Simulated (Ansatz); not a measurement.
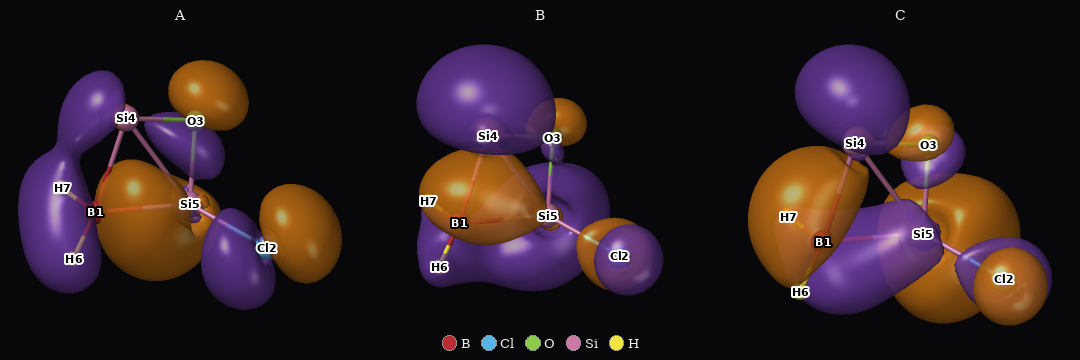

*BClH2OSi2. Three frontier orbitals at ±0.08 Å⁻³ᐟ² (orange and purple are the two phases), in no order.*

Geometry: B3LYP/6-31G*.

These are results of isolated molecule in a Gaussian basis; Kohn-Sham density functional theory, functional PBE0 in Ansatz 0.2.0, not measurements.

```yaml
atoms:
  - { symbol: B, position_ang: [-0.6486, -0.0700, 0.5843] }
  - { symbol: Cl, position_ang: [-1.9694, -1.3897, -2.4997] }
  - { symbol: O, position_ang: [-2.6261, 1.1666, -0.9129] }
  - { symbol: Si, position_ang: [-1.1214, 1.7525, -0.3850] }
  - { symbol: Si, position_ang: [-2.1676, -0.4625, -0.6352] }
  - { symbol: H, position_ang: [0.3419, -0.7325, 0.6170] }
  - { symbol: H, position_ang: [-1.0773, 0.3377, 1.6447] }
```

Question: Which picture is the HOMO−1, the HOMO and the LUMO?

Answer: A is the HOMO−1 (−8.89 eV). Its weight (Hirshfeld) is mainly on Si5 (about 25 %), B1 (about 20 %), Cl2 (about 20 %) and O3 (about 15 %). B is the HOMO (−6.83 eV). Its weight (Hirshfeld) is mainly on Si4 (about 40 %), Si5 (about 30 %), B1 (about 15 %) and Cl2 (about 10 %). C is the LUMO (−2.97 eV). It lies mainly on Si5 (about 45 %), Si4 (about 20 %), B1 (about 20 %) and Cl2 (about 10 %).

Question: What is the HOMO–LUMO gap?

Answer: 3.86 eV between the orbital energies.
